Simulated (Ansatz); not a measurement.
# W2NO2 monolayer: a soft mode frozen in, part 2 of 3

Wanted: the energy along a soft mode of W2NO2 monolayer and the structure at the end.

Ansatz 0.2.0; DFT LDA, scalar-relativistic, plane waves, PAW; PAW set soft_1.

So far, highest frequency on the path or at a solved wavevector (cm⁻¹): step 2 (response at finite wavevector) 747. Also lowest frequency on the path (cm⁻¹): step 2 -163.

## 5. Energy along the mode, all amplitudes (two of the runs are shown above)

An imaginary frequency means negative curvature, so the energy should fall and then rise again as anharmonic terms take over.

This step gave:

```
depth at the lowest point sampled  : 1.068 meV/atom
largest atomic shift at that point : 0.08 Å
```

Energy from the parent against largest atomic shift:

```csv
largest atomic shift (Å),energy from the parent (meV/atom)
0.0000,0
0.0400,-0.414
0.0800,-1.07
0.1400,-0.829
0.2200,13.4
```

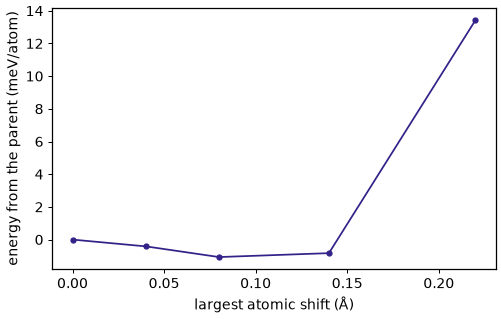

Energy from the parent, plotted against largest atomic shift.

Displacement at unit largest shift by atom:

| atom | x (Å) | y (Å) | z (Å) | size |
| --- | --- | --- | --- | --- |
| N1 | 1.00 | 0.00 | 0.00 | 1.00 |
| N2 | -1.00 | 0.00 | 0.00 | 1.00 |
| W3 | 0.87 | 0.00 | 0.00 | 0.87 |
| W4 | -0.87 | 0.00 | 0.00 | 0.87 |
| W5 | -0.87 | 0.00 | 0.00 | 0.87 |
| W6 | 0.87 | 0.00 | 0.00 | 0.87 |
| O7 | 0.64 | 0.00 | 0.00 | 0.64 |
| O8 | -0.64 | 0.00 | 0.00 | 0.64 |
| O9 | -0.64 | 0.00 | 0.00 | 0.64 |
| O10 | 0.64 | 0.00 | 0.00 | 0.64 |

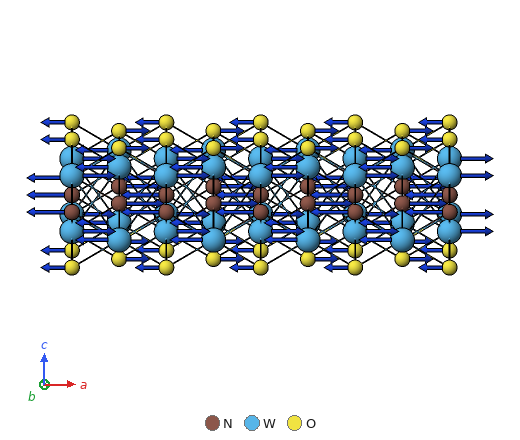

Displacement at unit largest shift as arrows, the longest 1 Å. 4×2×1 cells are drawn. Some periodic images of atoms are drawn too.

The lowest of the steps tried is at 0.08 Å, 1.07 meV/atom below the parent; the bottom of the well need not coincide with a step.

## 6. Relaxation from the frozen mode

Starting from the lowest point found, all atoms and the cell are let go, so that strain and other modes of the same symmetry can join in.

Input file input.yaml:

```yaml
crystal:
  lattice:
    - [3.1366917155, 0.0, 0.0]
    - [0.0, 5.4329094189, 0.0]
    - [0.0, 0.0, 32.6]
  atoms:
    - { symbol: "N", position: [0.5255045785, 0.5, 0.3067484663] }
    - { symbol: "N", position: [-0.0255045785, 0.0, 0.3067484663] }
    - { symbol: W, position: [0.0221823363, 0.3333333333, 0.3382232602] }
    - { symbol: W, position: [0.4778176637, 0.8333333333, 0.3382232602] }
    - { symbol: W, position: [0.4778176637, 0.1666666667, 0.2752736724] }
    - { symbol: W, position: [1.0221823363, 0.6666666667, 0.2752736724] }
    - { symbol: O, position: [0.5164232323, 0.1666666667, 0.3694467436] }
    - { symbol: O, position: [0.9835767677, 0.6666666667, 0.3694467436] }
    - { symbol: O, position: [-0.0164232323, 0.3333333333, 0.244050189] }
    - { symbol: O, position: [0.5164232323, 0.8333333333, 0.244050189] }
  periodic: [true, true, false]
kpoints:
  mp_grid: { grid: [12, 8, 1] }
hamiltonian:
  xc: lda
  pseudopotentials: { kind: paw, azcp: { folder: soft_1 }, xc_functional: pbe }
scf:
  occupations: { method: methfessel_paxton, width: 0.2 }
output:
  forces: true
  stress: true
  eigenvalues: true
relax:
  adjacent_minimum: "off"
  f_tol: 0.002
  max_steps: 120
  cell: { stress_2d_tol: 0.005 }
```

Command:

```sh
> ansatz run input.yaml --threads 4 --pin off --max-ram 16384MiB --backend cpu --events-out ev --progress --plain --runs-dir out
```

Numbers of over 12 decimals in the logs are rounded to 6 here.

Log:

```text
[...]
Crystal: 10 atoms, lattice volume = 555.548 Å³
Basis set: ecut = 420 eV, 10877 PW (Γ)
Bands: 55, of which v1, the nominal top of the filled ones, is band 45 counted from 1 (44 counted from 0)
Symmetry: 4 space group operations
[...]
k-points: 35 of 96
[...]
SCF iter   1: F=—  HF=-43500.448415 eV  |F-HF|=—  |Δ(HF+E_count)|=         —  Δρ=7.29e-2  dr2=3.21e1  ethr=3.10e-3  ⟨swp⟩=11.0  Hψ=12895  notcnv=0
[...]
SCF iter  10: F=-43491.745252 eV  HF=-43491.745252 eV  |F-HF|=7.06e-10  |Δ(HF+E_count)|=   1.16e-8  S|Δr|=    0.00e0  Δρ=1.37e-7  dr2=5.91e-11  ethr=1.93e-12  ⟨swp⟩=2.4  Hψ=7042  notcnv=0
SCF 1 converged in 10 iterations: F = -43491.745252 eV  dr2 = 5.91e-11
[...]
relax step   1: F+E_penalty+E_count = -43491.74525203 eV  Δ(F+E_penalty+E_count) = +0.000e0 eV  max|allowed force component| = 2.294e-1 eV/Å  Δτ_max = 0.0000 Å  P = -0.505 N/m  Ω = 555.548 Å³  fix = [c, alpha, beta]  reactions: c +0.000 N/m; alpha +0.000 N/m/rad  (10 SCF iters, dr2 threshold 1.00e-7 eV, accepted)
Crystal: 10 atoms, lattice volume = 551.234 Å³
Basis set: ecut = 420 eV, 10785 PW (Γ)
[...]
iter 1 solved again at ethr=1.17e-5 eV; its pass at ethr=3.10e-3 eV (dr2=1.05e-2 eV) is discarded
[...]
SCF iter   5: F=-43491.764850 eV  HF=-43491.764849 eV  |F-HF|=1.34e-6  |Δ(HF+E_count)|=   2.53e-6  S|Δr|=    0.00e0  Δρ=7.37e-6  dr2=2.03e-7  ethr=1.11e-9  ⟨swp⟩=18.5  Hψ=13980  notcnv=0
SCF 2 converged in 5 iterations: F = -43491.764850 eV  dr2 = 2.03e-7
relax step   2: F+E_penalty+E_count = -43491.76484987 eV  Δ(F+E_penalty+E_count) = -1.960e-2 eV  max|allowed force component| = 1.967e-1 eV/Å  Δτ_max = 0.0242 Å  P = +0.000 N/m  Ω = 551.234 Å³  energy of the carried Pulay correction = +2.919e-3 eV  fix = [c, alpha, beta]  reactions: c +0.000 N/m; alpha +0.000 N/m/rad  (5 SCF iters, dr2 threshold 1.00e-6 eV, accepted)
Crystal: 10 atoms, lattice volume = 546.748 Å³
Basis set: ecut = 420 eV, 10711 PW (Γ)
[...]
SCF iter   5: F=-43491.812800 eV  HF=-43491.812799 eV  |F-HF|=9.66e-7  |Δ(HF+E_count)|=   1.61e-6  S|Δr|=    0.00e0  Δρ=5.87e-6  dr2=1.11e-7  ethr=1.11e-9  ⟨swp⟩=18.6  Hψ=14132  notcnv=0
SCF 3 converged in 5 iterations: F = -43491.812800 eV  dr2 = 1.11e-7
relax step   3: F+E_penalty+E_count = -43491.81279976 eV  Δ(F+E_penalty+E_count) = -4.795e-2 eV  max|allowed force component| = 5.060e-1 eV/Å  Δτ_max = 0.0300 Å  P = +0.513 N/m  Ω = 546.748 Å³  energy of the carried Pulay correction = +5.978e-3 eV  fix = [c, alpha, beta]  reactions: c +0.000 N/m; alpha +0.000 N/m/rad  (5 SCF iters, dr2 threshold 1.00e-6 eV, accepted)
[... from here on, the SCF cycles and remarks between the steps are left out ...]
relax step   4: F+E_penalty+E_count = -43491.98889334 eV  Δ(F+E_penalty+E_count) = -1.761e-1 eV  max|allowed force component| = 7.844e-1 eV/Å  Δτ_max = 0.0565 Å  P = +1.100 N/m  Ω = 539.256 Å³  energy of the carried Pulay correction = +1.114e-2 eV  fix = [c, alpha, beta]  reactions: c +0.000 N/m; alpha +0.000 N/m/rad  (6 SCF iters, dr2 threshold 1.00e-6 eV, accepted)
relax step   5: F+E_penalty+E_count = -43492.20688319 eV  Δ(F+E_penalty+E_count) = -2.180e-1 eV  max|allowed force component| = 9.358e-1 eV/Å  Δτ_max = 0.0573 Å  P = +1.772 N/m  Ω = 531.697 Å³  energy of the carried Pulay correction = +1.643e-2 eV  fix = [c, alpha, beta]  reactions: c +0.000 N/m; alpha +0.000 N/m/rad  (6 SCF iters, dr2 threshold 1.00e-6 eV, accepted)
relax step   6: F+E_penalty+E_count = -43492.51379598 eV  Δ(F+E_penalty+E_count) = -3.069e-1 eV  max|allowed force component| = 4.704e-1 eV/Å  Δτ_max = 0.1254 Å  P = +1.744 N/m  Ω = 520.796 Å³  energy of the carried Pulay correction = +2.418e-2 eV  fix = [c, alpha, beta]  reactions: c -0.000 N/m; alpha -0.000 N/m/rad  (6 SCF iters, dr2 threshold 1.00e-6 eV, accepted)
relax step   7: F+E_penalty+E_count = -43492.60612637 eV  Δ(F+E_penalty+E_count) = -9.233e-2 eV  max|allowed force component| = 2.104e-1 eV/Å  Δτ_max = 0.1084 Å  P = -1.058 N/m  Ω = 540.173 Å³  energy of the carried Pulay correction = +1.051e-2 eV  fix = [c, alpha, beta]  reactions: c +0.000 N/m; alpha +0.000 N/m/rad  (8 SCF iters, dr2 threshold 1.00e-6 eV, accepted)
relax step   8: F+E_penalty+E_count = -43492.66709851 eV  Δ(F+E_penalty+E_count) = -6.097e-2 eV  max|allowed force component| = 1.532e-1 eV/Å  Δτ_max = 0.0285 Å  P = +0.130 N/m  Ω = 534.242 Å³  energy of the carried Pulay correction = +1.464e-2 eV  fix = [c, alpha, beta]  reactions: c +0.000 N/m; alpha +0.000 N/m/rad  (6 SCF iters, dr2 threshold 1.00e-6 eV, accepted)
relax step   9: F+E_penalty+E_count = -43492.67554731 eV  Δ(F+E_penalty+E_count) = -8.449e-3 eV  max|allowed force component| = 7.562e-2 eV/Å  Δτ_max = 0.0166 Å  P = +0.060 N/m  Ω = 533.705 Å³  energy of the carried Pulay correction = +1.502e-2 eV  fix = [c, alpha, beta]  reactions: c -0.000 N/m; alpha +0.000 N/m/rad  (5 SCF iters, dr2 threshold 1.00e-6 eV, accepted)
relax step  10: F+E_penalty+E_count = -43492.67598857 eV  Δ(F+E_penalty+E_count) = -4.413e-4 eV  max|allowed force component| = 5.625e-2 eV/Å  Δτ_max = 0.0098 Å  P = -0.044 N/m  Ω = 534.167 Å³  energy of the carried Pulay correction = +1.469e-2 eV  fix = [c, alpha, beta]  reactions: c -0.000 N/m; alpha +0.000 N/m/rad  (5 SCF iters, dr2 threshold 3.57e-7 eV, accepted)
relax step  11: F+E_penalty+E_count = -43492.67681029 eV  Δ(F+E_penalty+E_count) = -8.217e-4 eV  max|allowed force component| = 2.975e-2 eV/Å  Δτ_max = 0.0059 Å  P = +0.004 N/m  Ω = 533.956 Å³  energy of the carried Pulay correction = +1.484e-2 eV  fix = [c, alpha, beta]  reactions: c +0.000 N/m; alpha -0.000 N/m/rad  (5 SCF iters, dr2 threshold 1.98e-7 eV, accepted)
relax step  12: F+E_penalty+E_count = -43492.67674710 eV  Δ(F+E_penalty+E_count) = +6.319e-5 eV  max|allowed force component| = 3.112e-3 eV/Å  Δτ_max = 0.0015 Å  P = -0.016 N/m  Ω = 534.132 Å³  energy of the carried Pulay correction = +1.472e-2 eV  fix = [c, alpha, beta]  reactions: c -0.000 N/m; alpha +0.000 N/m/rad  (4 SCF iters, dr2 threshold 5.53e-8 eV, accepted)
relax step  13: F+E_penalty+E_count = -43492.67681572 eV  Δ(F+E_penalty+E_count) = -6.862e-5 eV  max|allowed force component| = 2.992e-3 eV/Å  Δτ_max = 0.0007 Å  P = -0.003 N/m  Ω = 534.043 Å³  energy of the carried Pulay correction = +1.478e-2 eV  fix = [c, alpha, beta]  reactions: c +0.000 N/m; alpha -0.000 N/m/rad  (5 SCF iters, dr2 threshold 1.74e-9 eV, accepted)
relax step  14: F+E_penalty+E_count = -43492.67681546 eV  Δ(F+E_penalty+E_count) = +2.635e-7 eV  max|allowed force component| = 5.380e-4 eV/Å  Δτ_max = 0.0002 Å  P = +0.002 N/m  Ω = 534.045 Å³  energy of the carried Pulay correction = +1.478e-2 eV  fix = [c, alpha, beta]  reactions: c +0.000 N/m; alpha +0.000 N/m/rad  (5 SCF iters, dr2 threshold 5.59e-10 eV, accepted)
relax step  15: F+E_penalty+E_count = -43492.68832806 eV  Δ(F+E_penalty+E_count) = -1.151e-2 eV  max|allowed force component| = 1.853e-3 eV/Å  Δτ_max = 0.0000 Å  P = +0.101 N/m  Ω = 534.045 Å³  fix = [c, alpha, beta]  reactions: c +0.000 N/m; alpha -0.000 N/m/rad  stress off target by 4.24e-1 N/m on what of the cell is left free  SCF on the basis re-selected at this cell (its energy is not comparable with the rows above)  (9 SCF iters)
relax step  16: F+E_penalty+E_count = -43492.68867380 eV  Δ(F+E_penalty+E_count) = -3.457e-4 eV  max|allowed force component| = 1.250e-2 eV/Å  Δτ_max = 0.0017 Å  P = -0.044 N/m  Ω = 534.194 Å³  energy of the carried Pulay correction = -1.206e-4 eV  fix = [c, alpha, beta]  reactions: c +0.000 N/m; alpha -0.000 N/m/rad  (4 SCF iters, dr2 threshold 2.27e-7 eV, accepted)
relax step  17: F+E_penalty+E_count = -43492.68881305 eV  Δ(F+E_penalty+E_count) = -1.392e-4 eV  max|allowed force component| = 2.036e-3 eV/Å  Δτ_max = 0.0008 Å  P = +0.010 N/m  Ω = 534.068 Å³  energy of the carried Pulay correction = -3.732e-5 eV  fix = [c, alpha, beta]  reactions: c +0.000 N/m; alpha +0.000 N/m/rad  (5 SCF iters, dr2 threshold 1.81e-8 eV, accepted)
relax step  18: F+E_penalty+E_count = -43492.68878979 eV  Δ(F+E_penalty+E_count) = +2.326e-5 eV  max|allowed force component| = 3.498e-3 eV/Å  Δτ_max = 0.0002 Å  P = -0.005 N/m  Ω = 534.099 Å³  energy of the carried Pulay correction = -5.960e-5 eV  fix = [c, alpha, beta]  (5 SCF iters, dr2 threshold 2.59e-10 eV, rejected (line search))
relax step  19: F+E_penalty+E_count = -43492.68879930 eV  Δ(F+E_penalty+E_count) = +1.375e-5 eV  max|allowed force component| = 1.508e-4 eV/Å  Δτ_max = 0.0001 Å  P = -0.000 N/m  Ω = 534.088 Å³  energy of the carried Pulay correction = -5.177e-5 eV  fix = [c, alpha, beta]  reactions: c +0.000 N/m; alpha -0.000 N/m/rad  (7 SCF iters, accepted)
relax step  20: F+E_penalty+E_count = -43492.68881666 eV  Δ(F+E_penalty+E_count) = -1.736e-5 eV  max|allowed force component| = 1.844e-4 eV/Å  Δτ_max = 0.0000 Å  P = +0.000 N/m  Ω = 534.088 Å³  fix = [c, alpha, beta]  reactions: c +0.000 N/m; alpha -0.000 N/m/rad  stress off target by 7.96e-3 N/m on what of the cell is left free  SCF on the basis re-selected at this cell (its energy is not comparable with the rows above)  (7 SCF iters)
relax step  21: F+E_penalty+E_count = -43492.68881887 eV  Δ(F+E_penalty+E_count) = -2.204e-6 eV  max|allowed force component| = 6.410e-5 eV/Å  Δτ_max = 0.0001 Å  P = +0.000 N/m  Ω = 534.085 Å³  energy of the carried Pulay correction = +1.921e-6 eV  fix = [c, alpha, beta]  reactions: c +0.000 N/m; alpha -0.000 N/m/rad  (5 SCF iters, dr2 threshold 7.98e-11 eV, accepted)
[...]
SCF iter   1: F=—  HF=-43492.688840 eV  |F-HF|=—  |Δ(HF+E_count)|=         —  Δρ=1.44e-6  dr2=3.48e-9  ethr=8.76e-8  ⟨swp⟩=8.2  Hψ=24509  notcnv=0
eigensolver tolerance schedule: the retry pair's looser diagonalisation over-reported the residual by 22649.55 of it (diagonalisation noise at 1.78 of the residual, at the tolerance the schedule requests for it); recorded, not acted on — ethr = c·dr2/N_el stays at c = 1.0e-1
SCF iter   2: F=—  HF=-43492.688831 eV  |F-HF|=—  |Δ(HF+E_count)|=   8.85e-6  S|Δr|=    0.00e0  Δρ=1.71e-6  dr2=9.91e-9  ethr=3.87e-12  ⟨swp⟩=8.0  Hψ=10509  notcnv=0
[...]
SCF iter   7: F=-43492.688831 eV  HF=-43492.688831 eV  |F-HF|=6.55e-11  |Δ(HF+E_count)|=  1.53e-10  S|Δr|=    0.00e0  Δρ=6.49e-9  dr2=1.44e-13  ethr=1.00e-12  ⟨swp⟩=12.1  Hψ=15478  notcnv=0
SCF 22 converged in 7 iterations: F = -43492.688831 eV  dr2 = 1.44e-13
relax step  22: F+E_penalty+E_count = -43492.68883150 eV  Δ(F+E_penalty+E_count) = -1.263e-5 eV  max|allowed force component| = 6.466e-5 eV/Å  Δτ_max = 0.0000 Å  P = +0.000 N/m  Ω = 534.085 Å³  fix = [c, alpha, beta]  reactions: c +0.000 N/m; alpha -0.000 N/m/rad  stress off target by 6.08e-4 N/m on what of the cell is left free  SCF on the basis re-selected at this cell (its energy is not comparable with the rows above)  (7 SCF iters)
[...]
SCF converged after 7 iterations
[...]
Free energy (F): -43492.688831 eV
[...]
Internal energy: -43492.695242 eV  (E = F + TS)
E sigma→0 (E₀):  -43492.690434 eV
Entropy (-TS):   0.006410 eV (0.641 meV/atom)
Fermi energy:    -5.596243 eV
[...]
--- Forces (eV/Å), atoms counted from 1 ---
  atom   1  N      0.00002309     0.00000000     0.00000000
  atom   2  N     -0.00002309     0.00000000     0.00000000
  atom   3  W      0.00003775     0.00004881    -0.00006466
  atom   4  W     -0.00003775     0.00004881    -0.00006466
  atom   5  W     -0.00003775    -0.00004881     0.00006466
  atom   6  W      0.00003775    -0.00004881     0.00006466
  atom   7  O     -0.00005812    -0.00000911    -0.00003428
  atom   8  O      0.00005812    -0.00000911    -0.00003428
  atom   9  O      0.00005812     0.00000911     0.00003428
  atom  10  O     -0.00005812     0.00000911     0.00003428
  max |Σ_I F_I| component: 0.00e0 eV/Å
--- 2D stress c σ (N/m, compression-positive) ---
        0.000608       0.000000      -0.000000
        0.000000      -0.000196       0.000000
       -0.000000       0.000000       0.000000
  P = ½ c Tr σ = 0.0002 N/m
--- Band table (eV; the first three rows and the last of 35) ---
  k-point 0: bands = [... 41 lower, -8.2762, -7.7684, -6.8949, -6.3402, -5.6811, -4.7438, -3.9769, -3.8684, ... 6 higher]
  k-point 1: bands = [... 41 lower, -8.1008, -7.8690, -7.1243, -6.4256, -5.3169, -4.6106, -4.2676, -3.8151, ... 6 higher]
  k-point 2: bands = [... 41 lower, -8.1337, -7.9009, -7.4105, -6.3769, -4.9098, -4.3695, -4.3555, -3.7172, ... 6 higher]
  k-point 34: bands = [... 41 lower, -8.2064, -6.8440, -6.8440, -5.1990, -5.1990, -4.6119, -4.6119, -3.4915, ... 6 higher]
--- Relaxed structure (19 steps of the walk, 18 accepted, 3 SCFs on fresh bases) ---
  F+E_penalty+E_count = -43492.68883150 eV   max|allowed force component| = 6.466e-5 eV/Å   (the final SCF, on the basis selected at the relaxed cell)
  cell:  # Å, volume = 534.0845 Å³
    - [3.339633, 0, 0]
    - [0, 4.905618, 0]
    - [0, 0, 32.6]
  atoms:
    - { symbol: N, position: [0.562737, 0.5, 0.306748] }
    - { symbol: N, position: [-0.062737, -9.09877912372219e-19, 0.306748] }
    - { symbol: W, position: [0.063514, 0.351347, 0.340630] }
    - { symbol: W, position: [0.436486, 0.851347, 0.340630] }
    - { symbol: W, position: [0.436486, 0.148653, 0.272867] }
    - { symbol: W, position: [1.063514, 0.648653, 0.272867] }
    - { symbol: O, position: [0.550706, 0.198116, 0.371534] }
    - { symbol: O, position: [0.949294, 0.698116, 0.371534] }
    - { symbol: O, position: [-0.050706, 0.301884, 0.241963] }
    - { symbol: O, position: [0.550706, 0.801884, 0.241963] }
```

Wall time 8.8 min (4 threads of Arm Neoverse V1, shared host); peak memory 1.5 GiB; 35 min of CPU time.

(Part 2 of 3 ends here.)

[Logs are printed without paths, hosts, clocks, repeated set-up lines and the standing remarks that a program may print on its own settings, such as how far it seeks lower states.]

[Hosts, paths, dates, database ids (printed as entryN), source tags and the programs' standing remarks are cut or masked in the printed files.]
